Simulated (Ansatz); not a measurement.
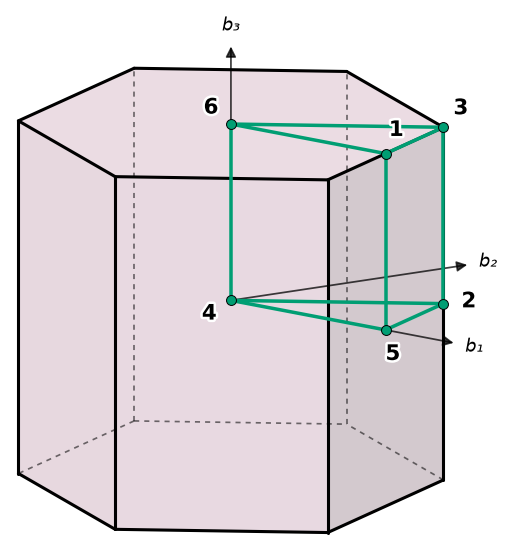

The first Brillouin zone of a primitive hexagonal lattice (hP; extended symbol hP2) is drawn with its special points numbered. Crystal: Li3SeF, the input geometry of an electronic-structure calculation (not necessarily at equilibrium); the starting structure was generated, so it need not be a known form of this composition. All values are computed from the atomic coordinates in the standard setting (tolerance 0.002 Å).

a = 5.614 Å, b = 5.614 Å, c = 4.856 Å, α = 90.00°, β = 90.00°, γ = 120.00°.

Labels and path follow the convention of Hinuma et al. (2017), as computed by seekpath; the arrows show the directions of the reciprocal primitive vectors b₁, b₂, b₃, in which coordinates are given.

Which special point is each number?

Answer.
| no. | label | coordinates |
| --- | --- | --- |
| 1 | L | (1/2, 0, 1/2) |
| 2 | K | (1/3, 1/3, 0) |
| 3 | H | (1/3, 1/3, 1/2) |
| 4 | Γ | (0, 0, 0) |
| 5 | M | (1/2, 0, 0) |
| 6 | A | (0, 0, 1/2) |
